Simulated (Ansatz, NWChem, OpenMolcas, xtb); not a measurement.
**F2 (fluorine): the vertical ionisation energy, rung by rung**

The species is F2 (2 atoms), meant as a singlet with charge 0. SMILES: `FF`. The shape is that of a PBE0-D4/def2-TZVP optimisation.

```xyz
2

F    -0.5839    0.2124   -0.2950
F     0.5839   -0.2124    0.2950
```

Each level gives the vertical ionisation energy (eV). The values are calculated.

**The experiment to reproduce.** NIST CCCBDB; in doubt, as an older value, an estimate or one at odds with other calculations gives the vertical ionisation energy of the gas as 15.70 eV.

```json
{"level": "GFN2-xTB", "kind": "semi-empirical", "program": "xtb", "value (eV)": "21.32", "computed − measured": "+5.62", "CPU time (all runs)": "under 2 s"}
{"level": "BLYP/cc-pVTZ", "kind": "GGA", "program": "OpenMolcas", "value (eV)": "15.11", "computed − measured": "-0.59", "CPU time (all runs)": "21 s"}
{"level": "M06-L/cc-pVTZ", "kind": "meta-GGA", "program": "NWChem", "value (eV)": "15.40", "computed − measured": "-0.30", "CPU time (all runs)": "18 s"}
{"level": "BHLYP/cc-pVTZ", "kind": "global hybrid", "program": "Ansatz", "value (eV)": "16.13", "computed − measured": "+0.43", "CPU time (all runs)": "7.2 s"}
{"level": "r2SCAN0/cc-pVTZ", "kind": "hybrid meta-GGA", "program": "Ansatz", "value (eV)": "15.85", "computed − measured": "+0.15", "CPU time (all runs)": "6 s"}
{"level": "CAM-B3LYP/cc-pVTZ", "kind": "range-separated hybrid", "program": "NWChem", "value (eV)": "15.85", "computed − measured": "+0.15", "CPU time (all runs)": "22 s"}
{"level": "RPA@PBE/cc-pVTZ", "kind": "RPA", "program": "Ansatz", "value (eV)": "15.21", "computed − measured": "-0.49", "CPU time (all runs)": "5.2 s"}
{"level": "MP2/cc-pVTZ", "kind": "perturbation theory", "program": "NWChem", "value (eV)": "15.22", "computed − measured": "-0.48", "CPU time (all runs)": "10 s"}
{"level": "SC-NEVPT2(14,8)/cc-pVTZ", "kind": "multireference", "program": "OpenMolcas", "value (eV)": "15.26", "computed − measured": "-0.44", "CPU time (all runs)": "7.2 s"}
{"level": "CCSD(T)/cc-pVTZ, open shells restricted", "kind": "coupled cluster or CI", "program": "OpenMolcas", "value (eV)": "15.55", "computed − measured": "-0.15", "CPU time (all runs)": "18 s"}
```

Nearest: r2SCAN0/cc-pVTZ (+0.15 eV), CAM-B3LYP/cc-pVTZ (+0.15 eV), CCSD(T)/cc-pVTZ, open shells restricted (-0.15 eV); farthest: GFN2-xTB (+5.62 eV). Computed less measured by kind, in eV (of the ab initio rows, those in cc-pVTZ): semi-empirical +5.62; GGA -0.59; meta-GGA -0.30; global hybrid +0.15 to +0.43; range-separated hybrid +0.15; RPA -0.49; perturbation theory -0.48; multireference -0.44; coupled cluster or CI -0.15. The xTB values lack the empirical shift that such differences need. In so small a basis fixed costs decide the times, and correlated methods can beat functionals. Times are those of the runs behind each value, whatever else they computed, on shared processors of several kinds: orders of magnitude only.

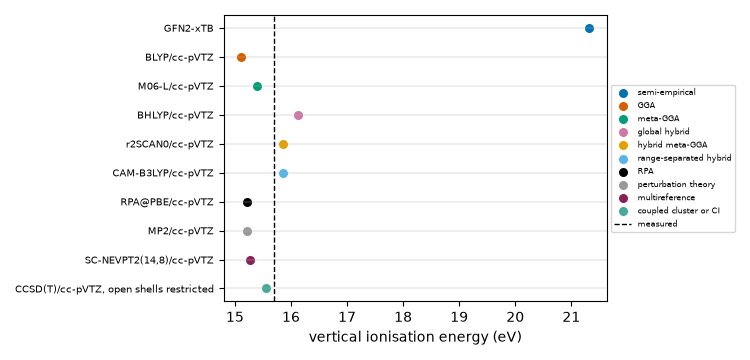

The values of the table, level by level.
